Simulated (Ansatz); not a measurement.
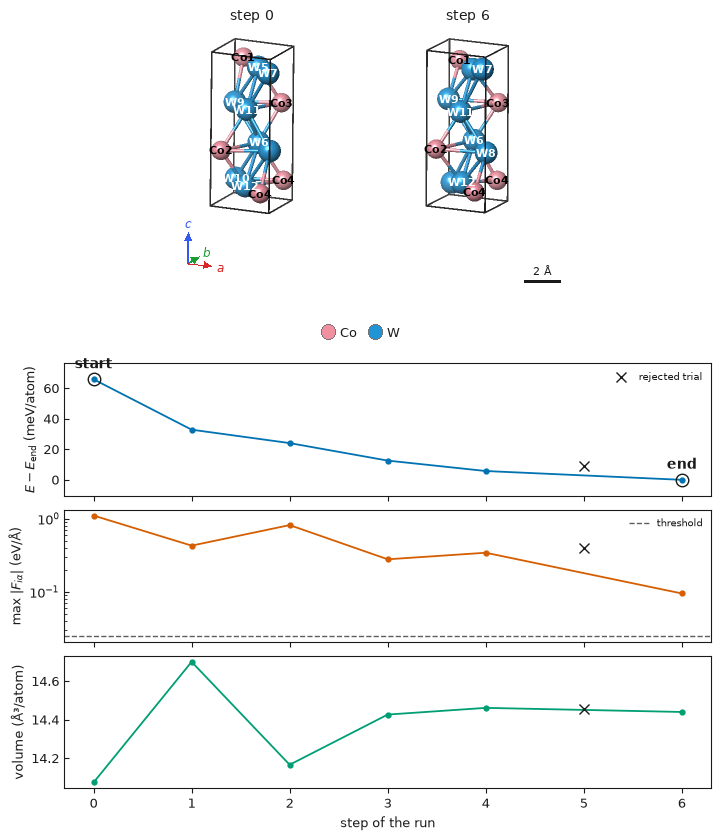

First and last geometry of a relaxation of solid CoW2 (a generated structure, set up in P1) (coarse preliminary run), with the history of the run. A ball-and-stick model of the cell of the calculation, seen slightly off an axis.

Level of theory: DFT PBE, scalar-relativistic, plane waves, PAW (Ansatz).

The input:
```yaml
crystal:
  lattice:
    - [0.0439299525, 4.5216155371, -0.0016296196]
    - [4.2467485547, -2.2198461338, -0.0865716788]
    - [0.1803003524, 0.0031351265, -8.7548929584]
  atoms:
    - { symbol: Co, position: [0.1536816056, -0.019221344, 0.8897994342] }
    - { symbol: Co, position: [0.1672393467, 0.0152305301, 0.3674274059] }
    - { symbol: Co, position: [0.808806006, -0.0168886597, 0.6255947733] }
    - { symbol: Co, position: [0.84791625, 0.0036678516, 0.120865647] }
    - { symbol: W, position: [0.5276745953, 0.6795930091, 0.8701162384] }
    - { symbol: W, position: [0.5413871304, 0.6929262751, 0.3786963498] }
    - { symbol: W, position: [0.8412420583, 0.3084808358, 0.8753098308] }
    - { symbol: W, position: [0.8715654789, 0.3273490049, 0.3708766048] }
    - { symbol: W, position: [0.135184171, 0.6782670252, 0.6252277261] }
    - { symbol: W, position: [0.1593256358, 0.6874206843, 0.1296681268] }
    - { symbol: W, position: [0.4771743271, 0.3300653949, 0.6213589675] }
    - { symbol: W, position: [0.4688033948, 0.3131093927, 0.1250588954] }
basis:
  ecutwfc: 420
kpoints:
  mp_grid: { grid: [6, 6, 4] }
hamiltonian:
  xc: pbe
scf:
  occupations: { method: gaussian, width: 0.2 }
  lower_state_search: "off"
output:
  forces: true
  stress: true
  eigenvalues: true
relax:
  adjacent_minimum: "off"
  f_tol: 0.025
  max_steps: 60
  cell: { stress_tol: 0.25 }
```

Launched with:
```bash
ansatz run input.yaml --threads 4 --pin off --max-ram 8192MiB --backend cpu --events-out ev --progress --plain --runs-dir out
```

Q: Read the history and describe the run.

A: The run was cut off at its time limit before the relaxation converged, so the last structure is only a point on the way. The largest move relative to the cell is that of W12, 0.25 Å along [0 2 1]. Largest moves by element: W 0.25 Å, Co 0.18 Å. The drawn cell changes as follows: a 4.522 → 4.581 Å (+1.3 %), b 4.793 → 4.849 Å (+1.2 %), c 8.757 → 8.874 Å (+1.3 %), α 87.9° → 90.6°, β 89.9° → 88.6°, γ 117.0° → 118.4°; the volume changes by +2.6 %. Near-neighbour distances that change, for instance: W6–W10 2.777 → 3.106 Å, W7–W11 2.795 → 3.108 Å, Co1–W12 2.644 → 2.891 Å, Co3–W11 2.791 → 3.035 Å. Within 0.06 Å the space group is P1 at the start and C2/c at the end; at a tighter tolerance small leftover displacements or strains of the cell lower it. Over 5 accepted moves (6 points after the start) the energy falls by 65.9 meV per atom. Largest force component: 1.1 eV/Å at the start, 0.096 eV/Å at the end. Pressure: 7.87 GPa at the start and −0.32 GPa at the end. The line search rejected the trial step at point 5 of the run. The run took 9.7 min on 4 threads of Intel(R) Xeon(R) Processor @ 2.50GHz (Skylake/Cascade Lake), on a shared host, peak memory 1.4 GiB.

| step | E − E(0), meV/atom | largest force component, eV/Å | pressure, GPa | volume, Å³/atom | note |
| --- | --- | --- | --- | --- | --- |
| 0 | 0.00 | 1.1069 | 7.87 | 14.075 |  |
| 1 | -33.00 | 0.4300 | -4.86 | 14.700 |  |
| 2 | -41.80 | 0.8200 | 5.84 | 14.166 |  |
| 3 | -53.27 | 0.2799 | -0.39 | 14.427 |  |
| 4 | -60.10 | 0.3439 | -1.00 | 14.462 |  |
| 5 | -57.12 | 0.3962 | 0.35 | 14.456 | rejected |
| 6 | -65.88 | 0.0956 | -0.32 | 14.440 |  |

Limits of the set-up: an element that often carries a moment was run without spin polarisation.
